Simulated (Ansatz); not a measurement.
SiH3Cl: geometry relaxation

SiH3Cl, computed with RKS B3LYP/def2-SVP (Ansatz 0.2.0).

It belongs to a series of runs on one base structure; here: end point B relaxed.

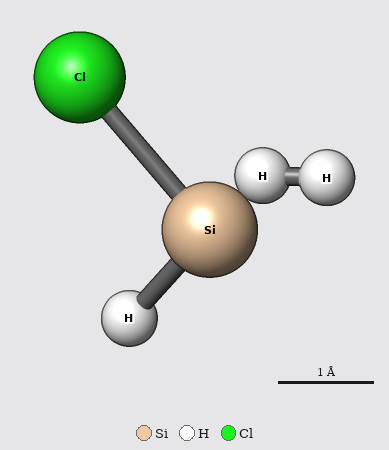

The structure as given in the input (ball-and-stick view, seen at an oblique angle). Bond lengths as drawn: Cl–Si 2.11 Å, H–H 0.72 Å and H–Si 1.54 Å.

## Input file
```yaml
crystal:
  periodic: [false, false, false]
  atoms:
    - { symbol: Si, position_ang: [-0.074691, 0.040625, -1.036238] }
    - { symbol: H, position_ang: [1.1722, -0.001168, 1.316391] }
    - { symbol: H, position_ang: [1.754002, 0.03938, 0.89508] }
    - { symbol: H, position_ang: [-0.796983, 1.034014, -0.112628] }
    - { symbol: Cl, position_ang: [-1.163327, -1.659551, -0.431804] }
basis:
  gaussian: { orbitals: def2-SVP }
hamiltonian:
  xc: b3lyp
relax:
  f_tol: 0.03
  max_steps: 50
output:
  orbitals: {}
```

Run on 1 thread of Intel Xeon (Sapphire Rapids), 192 GiB of memory available, shared host.

Command:
```bash
ansatz run input.yaml --threads 1 --pin off --max-ram 2048MiB --backend cpu --events-out ev --progress --plain --runs-dir out
```

## Output
```
The last accepted step is kept in [file] (removed where the run ends without a failure and the disk answers)
Engine: ansatz 0.2.0, x86_64-unknown-linux-gnu
Functional definition: B3LYP
  parameter a0 = 0.2
  parameter ax = 0.72
  parameter ac = 0.81
  exchange = (1 - a0 - ax)*slater_x + ax*b88_x + a0*exact_x
  correlation = (1 - ac)*vwn_rpa_c + ac*lyp_c
507 factors; integrals over basis functions are off by at most 2.1e-4 eV
mean field evaluation 1: about -20442.0428 eV, gradient 1.2e1 eV
mean field evaluation 2: about -20442.1250 eV, gradient 1.2e1 eV
mean field evaluation 4: about -20442.5386 eV, gradient 3.8e-1 eV
mean field evaluation 8: about -20442.5390 eV, gradient 1.6e-2 eV
mean field -20442.53901887 eV, -751.2494524927 hartree, gradient 3.6e-5 eV, S^2 0.000000; 0 other end points of the search recorded, 0 dependent functions left out
the calculation of the forces begins
reference -20442.53922219 eV, -751.2494599649 hartree; 17, 17 occupied and 34, 34 virtual orbitals, 507 factors
relax step   1: F+E_penalty+E_count = -20442.53901887 eV  Δ(F+E_penalty+E_count) = +0.000e0 eV  max|allowed force component| = 1.406e0 eV/Å  Δτ_max = 0.0000 Å  (22 SCF iters, accepted)
these checks for a lower state are left out or cut short: starts, cluster_reference, orbital_swaps, neighbouring_geometries, increment
507 factors; integrals over basis functions are off by at most 3.4e-4 eV
mean field evaluation 16: about -20442.5679 eV, gradient 1.7e-2 eV
mean field -20442.56827728 eV, -751.2505277198 hartree, gradient 6.9e-5 eV, S^2 0.000000; 0 other end points of the search recorded, 0 dependent functions left out
the calculation of the forces begins
reference -20442.56848279 eV, -751.2505352718 hartree; 17, 17 occupied and 34, 34 virtual orbitals, 507 factors
relax step   2: F+E_penalty+E_count = -20442.56827728 eV  Δ(F+E_penalty+E_count) = -2.926e-2 eV  max|allowed force component| = 6.163e-1 eV/Å  Δτ_max = 0.1651 Å  (22 SCF iters, accepted)
these checks for a lower state are left out or cut short: starts, cluster_reference, orbital_swaps, neighbouring_geometries, increment
507 factors; integrals over basis functions are off by at most 4.4e-4 eV
mean field -20442.52511296 eV, -751.2489414600 hartree, gradient 8.3e-5 eV, S^2 0.000000; 0 other end points of the search recorded, 0 dependent functions left out
the calculation of the forces begins
reference -20442.52531762 eV, -751.2489489811 hartree; 17, 17 occupied and 34, 34 virtual orbitals, 507 factors
relax step   3: F+E_penalty+E_count = -20442.52511296 eV  Δ(F+E_penalty+E_count) = +4.316e-2 eV  max|allowed force component| = 1.460e0 eV/Å  Δτ_max = 0.1941 Å  (22 SCF iters, rejected (line search))
these checks for a lower state are left out or cut short: starts, cluster_reference, orbital_swaps, neighbouring_geometries, increment
507 factors; integrals over basis functions are off by at most 2.9e-4 eV
mean field -20442.57340311 eV, -751.2507160902 hartree, gradient 1.2e-5 eV, S^2 0.000000; 0 other end points of the search recorded, 0 dependent functions left out
the calculation of the forces begins
reference -20442.57360901 eV, -751.2507236569 hartree; 17, 17 occupied and 34, 34 virtual orbitals, 507 factors
relax step   4: F+E_penalty+E_count = -20442.57340311 eV  Δ(F+E_penalty+E_count) = -5.126e-3 eV  max|allowed force component| = 1.421e-1 eV/Å  Δτ_max = 0.0970 Å  (27 SCF iters, accepted)
these checks for a lower state are left out or cut short: starts, cluster_reference, orbital_swaps, neighbouring_geometries, increment
507 factors; integrals over basis functions are off by at most 3.0e-4 eV
mean field evaluation 32: about -20442.5613 eV, gradient 2.0e0 eV
mean field -20442.58007307 eV, -751.2509612070 hartree, gradient 1.0e-5 eV, S^2 0.000000; 0 other end points of the search recorded, 0 dependent functions left out
the calculation of the forces begins
reference -20442.58027760 eV, -751.2509687234 hartree; 17, 17 occupied and 34, 34 virtual orbitals, 507 factors
relax step   5: F+E_penalty+E_count = -20442.58007307 eV  Δ(F+E_penalty+E_count) = -6.670e-3 eV  max|allowed force component| = 8.892e-2 eV/Å  Δτ_max = 0.0975 Å  (24 SCF iters, accepted)
these checks for a lower state are left out or cut short: starts, cluster_reference, orbital_swaps, neighbouring_geometries, increment
507 factors; integrals over basis functions are off by at most 3.0e-4 eV
mean field -20442.58118568 eV, -751.2510020946 hartree, gradient 7.5e-5 eV, S^2 0.000000; 0 other end points of the search recorded, 0 dependent functions left out
the calculation of the forces begins
reference -20442.58138920 eV, -751.2510095736 hartree; 17, 17 occupied and 34, 34 virtual orbitals, 507 factors
relax step   6: F+E_penalty+E_count = -20442.58118568 eV  Δ(F+E_penalty+E_count) = -1.113e-3 eV  max|allowed force component| = 3.708e-2 eV/Å  Δτ_max = 0.0407 Å  (22 SCF iters, accepted)
these checks for a lower state are left out or cut short: starts, cluster_reference, orbital_swaps, neighbouring_geometries, increment
507 factors; integrals over basis functions are off by at most 3.1e-4 eV
mean field -20442.58229420 eV, -751.2510428321 hartree, gradient 7.6e-5 eV, S^2 0.000000; 0 other end points of the search recorded, 0 dependent functions left out
the calculation of the forces begins
reference -20442.58249644 eV, -751.2510502642 hartree; 17, 17 occupied and 34, 34 virtual orbitals, 507 factors
relax step   7: F+E_penalty+E_count = -20442.58229420 eV  Δ(F+E_penalty+E_count) = -1.109e-3 eV  max|allowed force component| = 3.998e-2 eV/Å  Δτ_max = 0.0553 Å  (22 SCF iters, accepted)
these checks for a lower state are left out or cut short: starts, cluster_reference, orbital_swaps, neighbouring_geometries, increment
507 factors; integrals over basis functions are off by at most 3.7e-4 eV
mean field -20442.58292448 eV, -751.2510659943 hartree, gradient 7.8e-5 eV, S^2 0.000000; 0 other end points of the search recorded, 0 dependent functions left out
the calculation of the forces begins
reference -20442.58312593 eV, -751.2510733974 hartree; 17, 17 occupied and 34, 34 virtual orbitals, 507 factors
relax step   8: F+E_penalty+E_count = -20442.58292448 eV  Δ(F+E_penalty+E_count) = -6.303e-4 eV  max|allowed force component| = 3.083e-2 eV/Å  Δτ_max = 0.0471 Å  (22 SCF iters, accepted)
these checks for a lower state are left out or cut short: starts, cluster_reference, orbital_swaps, neighbouring_geometries, increment
507 factors; integrals over basis functions are off by at most 3.7e-4 eV
mean field -20442.58332915 eV, -751.2510808657 hartree, gradient 7.6e-5 eV, S^2 0.000000; 0 other end points of the search recorded, 0 dependent functions left out
the calculation of the forces begins
reference -20442.58353039 eV, -751.2510882611 hartree; 17, 17 occupied and 34, 34 virtual orbitals, 507 factors
relax step   9: F+E_penalty+E_count = -20442.58332915 eV  Δ(F+E_penalty+E_count) = -4.047e-4 eV  max|allowed force component| = 1.405e-2 eV/Å  Δτ_max = 0.0322 Å  (22 SCF iters, accepted)
507 factors; integrals over basis functions are off by at most 3.7e-4 eV
mean field evaluation 64: about -20442.5824 eV, gradient 3.8e-1 eV
```

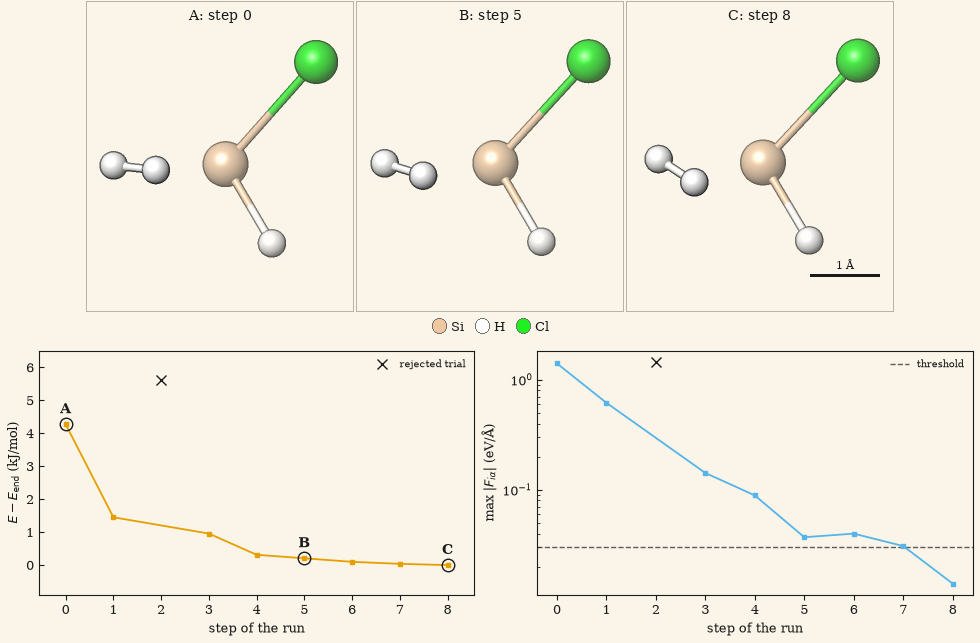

Frames of the relaxation (ball-and-stick view, seen at a tilt) above the curves, on which the letters mark them (the first geometry is step 0 here and step 1 in the log).

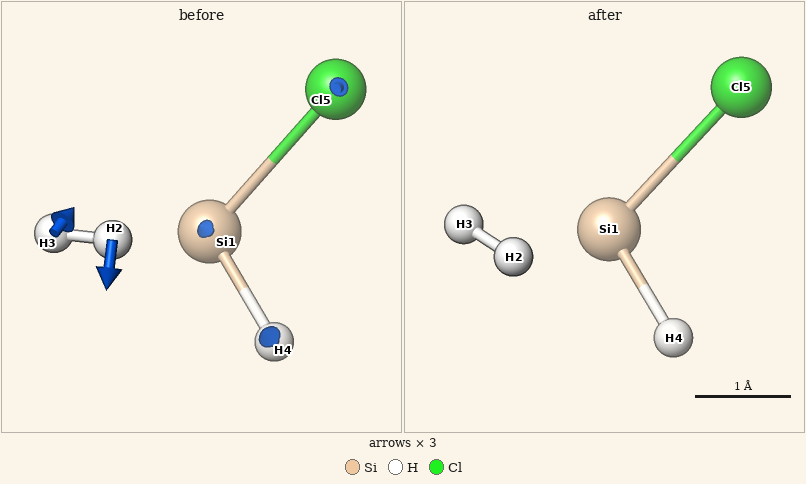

Before (left) and after (right) the relaxation, at one scale (ball-and-stick view, seen at a tilt). The blue arrows give the displacements, magnified 3 times. H2 moves most after the best rigid fit: 0.18 Å. By element the largest moves are H 0.18 Å, Cl 0.08 Å, Si 0.07 Å. Distances before and after: H2–H3 0.719 → 0.767 Å, Si1–Cl5 2.107 → 2.111 Å. After 8 geometry steps the energy has fallen by 4.28 kJ/mol. The largest force component goes from 1.4 to 0.014 eV/Å. The line search rejected the trial step at point 2 (counted from 0) and went back. (Atoms are counted from 1 in the order of the input.)

```
mean field -20442.58332915 eV, -751.2510808657 hartree, gradient 7.6e-5 eV, S^2 0.000000; 1 other end points of the search recorded, 0 dependent functions left out
the calculation of the forces begins
reference -20442.58353039 eV, -751.2510882611 hartree; 17, 17 occupied and 34, 34 virtual orbitals, 507 factors
Total energy: -20442.58353039 eV, -751.2510882611 hartree
Atom 0 at    -0.029698     0.019769    -0.987804 Å, force    -0.003893    -0.005377     0.009406 eV/Å
Atom 1 at     1.175058     0.174532     1.340928 Å, force     0.005269    -0.003964    -0.014052 eV/Å
Atom 2 at     1.684231    -0.055202     0.815635 Å, force    -0.001446     0.002494     0.011106 eV/Å
Atom 3 at    -0.743650     0.987993    -0.032556 Å, force    -0.002594     0.005276    -0.002581 eV/Å
Atom 4 at    -1.194741    -1.673792    -0.505402 Å, force     0.002664     0.001571    -0.003880 eV/Å
Dipole moment:     0.168481     0.212172     0.066482 e Å
```

## Trajectory as extended XYZ (Å, eV, eV/Å), 9 frames, from step=1 to step=9
```
5
Properties=species:S:1:pos:R:3:forces:R:3 step=1 energy=-20442.53902
Si   -0.0747    0.0406   -1.0362    0.0344   0.0382  -0.0612
H     1.1722   -0.0012    1.3164   -1.4060  -0.0855   1.0695
H     1.7540    0.0394    0.8951    1.4059   0.1008  -1.0460
H    -0.7970    1.0340   -0.1126    0.0058  -0.0144   0.0238
Cl   -1.1633   -1.6596   -0.4318   -0.0401  -0.0392   0.0139
5
Properties=species:S:1:pos:R:3:forces:R:3 step=2 energy=-20442.56828
Si   -0.1012    0.0346   -1.0769   -0.0222  -0.0092   0.0859
H     1.2514    0.0292    1.4581    0.4719   0.0186  -0.6163
H     1.7508    0.0358    0.8491   -0.4640  -0.0081   0.5910
H    -0.8096    1.0156   -0.1282    0.0151   0.0048  -0.0278
Cl   -1.2002   -1.6620   -0.4713   -0.0009  -0.0060  -0.0327
5
Properties=species:S:1:pos:R:3:forces:R:3 step=3 energy=-20442.52511 accepted=F
Si   -0.0934    0.0332   -1.0409    0.0490   0.0165  -0.0843
H     1.1300    0.0172    1.3071    1.4318   0.0733  -0.6837
H     1.8522    0.0448    0.9232   -1.4599  -0.0602   0.7049
H    -0.8025    1.0250   -0.1055    0.0002  -0.0226   0.0434
Cl   -1.1950   -1.6670   -0.4531   -0.0212  -0.0070   0.0198
5
Properties=species:S:1:pos:R:3:forces:R:3 step=4 energy=-20442.57340
Si   -0.0864    0.0403   -1.0127    0.0570  -0.0386  -0.1421
H     1.2791    0.0768    1.4280   -0.0073   0.0118   0.0362
H     1.8055   -0.0299    0.8852   -0.0245   0.0139  -0.0134
H    -0.8953    1.0332   -0.1702   -0.0044   0.0147   0.0993
Cl   -1.2117   -1.6671   -0.4995   -0.0208  -0.0018   0.0200
5
Properties=species:S:1:pos:R:3:forces:R:3 step=5 energy=-20442.58007
Si   -0.0825    0.0300   -1.0449   -0.0194   0.0148   0.0348
H     1.2359    0.0655    1.4175    0.0734   0.0033  -0.0889
H     1.7603    0.0091    0.8599   -0.0805   0.0088   0.0799
H    -0.8163    1.0138   -0.1166    0.0321  -0.0142  -0.0128
Cl   -1.2062   -1.6651   -0.4850   -0.0056  -0.0127  -0.0130
5
Properties=species:S:1:pos:R:3:forces:R:3 step=6 energy=-20442.58119
Si   -0.0697    0.0245   -1.0338   -0.0084   0.0230   0.0371
H     1.2103    0.0756    1.3962    0.0246   0.0093  -0.0360
H     1.7381    0.0123    0.8451   -0.0247  -0.0026   0.0263
H    -0.7845    1.0093   -0.0916    0.0159  -0.0263  -0.0199
Cl   -1.2030   -1.6684   -0.4851   -0.0074  -0.0034  -0.0075
5
Properties=species:S:1:pos:R:3:forces:R:3 step=7 energy=-20442.58229
Si   -0.0432    0.0166   -1.0058   -0.0057   0.0109   0.0157
H     1.1795    0.1063    1.3621   -0.0371   0.0198   0.0377
H     1.7140    0.0033    0.8263    0.0400  -0.0207  -0.0398
H    -0.7540    0.9963   -0.0589    0.0023  -0.0045  -0.0094
Cl   -1.2051   -1.6692   -0.4929    0.0006  -0.0055  -0.0042
5
Properties=species:S:1:pos:R:3:forces:R:3 step=8 energy=-20442.58292
Si   -0.0251    0.0124   -0.9793    0.0103  -0.0232  -0.0308
H     1.1709    0.1495    1.3454    0.0220  -0.0008  -0.0216
H     1.6926   -0.0246    0.8102   -0.0232  -0.0038   0.0252
H    -0.7409    0.9902   -0.0382   -0.0209   0.0079   0.0218
Cl   -1.2063   -1.6742   -0.5073    0.0118   0.0199   0.0054
5
Properties=species:S:1:pos:R:3:forces:R:3 step=9 energy=-20442.58333
Si   -0.0297    0.0198   -0.9878   -0.0039  -0.0054   0.0094
H     1.1751    0.1745    1.3409    0.0053  -0.0040  -0.0141
H     1.6842   -0.0552    0.8156   -0.0014   0.0025   0.0111
H    -0.7437    0.9880   -0.0326   -0.0026   0.0053  -0.0026
Cl   -1.1947   -1.6738   -0.5054    0.0027   0.0016  -0.0039
```

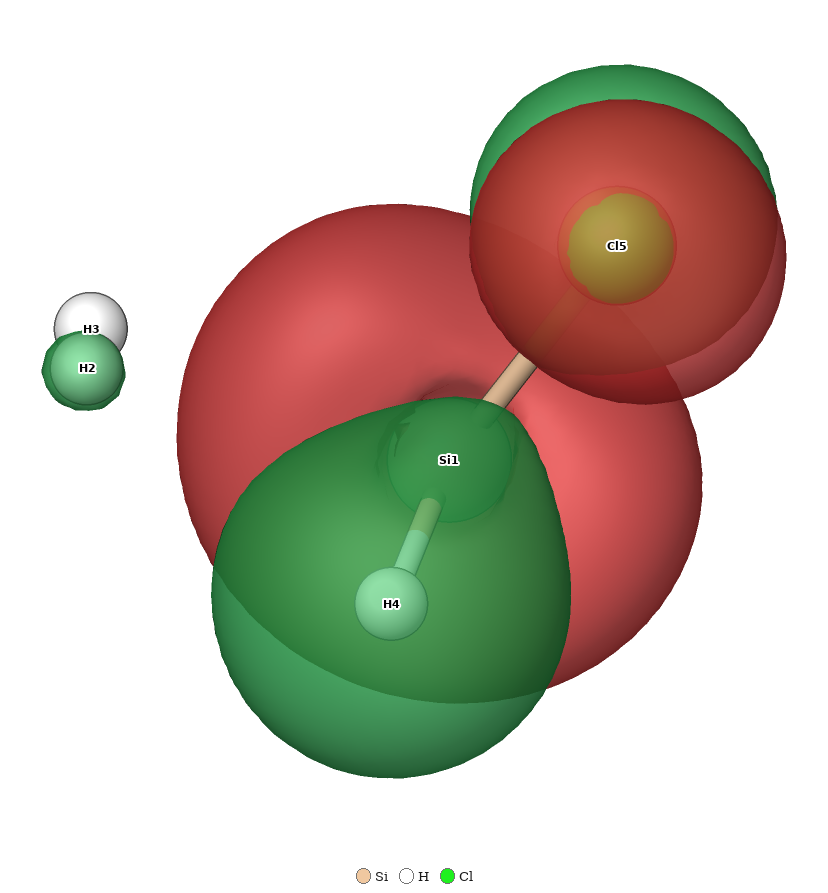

One frontier orbital at ±0.08 Å⁻³ᐟ² (green and red are the two phases), seen face on. The HOMO, at −6.63 eV. Its weight (Hirshfeld) is mainly on Si1 (60 %), Cl5 (20 %) and H4 (15 %).

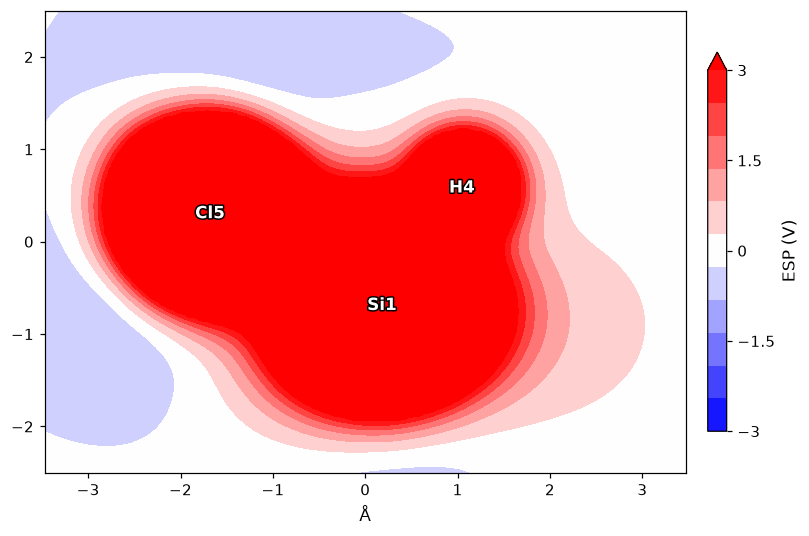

Electrostatic potential on the plane of atoms H4, Si1 and Cl5. The section cuts through Si, H and Cl sites.

## Summary

| quantity | value |
| --- | --- |
| outcome | converged |
| total energy | −20442.5835 eV |
| mean-field energy | −20442.5835 eV |
| largest force (length of the vector) at the end | 0.016 eV/Å |
| wall time | 8 s |
| peak memory | 0.12 GiB |
